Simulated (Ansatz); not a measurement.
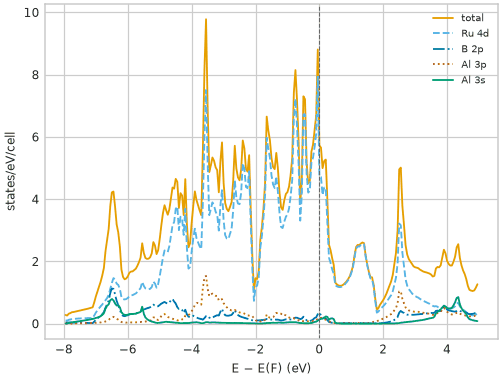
Figure: Total and projected density of states of AlBRu3 (cubic perovskite, Pm-3m), r²SCAN in the plane-wave PAW code Ansatz

Question: Which orbitals carry the states next to the Fermi level?

Answer: Within 0.5 eV of the Fermi level: Ru 4d 89 %. Projections are on Löwdin-orthogonalised atomic valence shells; empty p or d shells of many metals are not among them.

Question: Where is the tallest occupied peak in this window, and what makes it?

Answer: Near -3.5 eV, about 9.8 states/eV per cell; the largest projected share is Ru 4d.

The start of the workflow was typed in or built on a structure type; neither database checked (COD, Materials Project) lists it. Whether it is the stable phase at ambient conditions was not checked. Symmetry was held in the r²SCAN relaxation; its stability against distortions is not shown here. No spin polarisation was allowed. The volume moved by -15 % from the start of the relaxation. Scalar-relativistic: spin–orbit coupling is off unless named, which matters more the heavier the elements.

Potentials: the earlier of the program's two PAW sets.
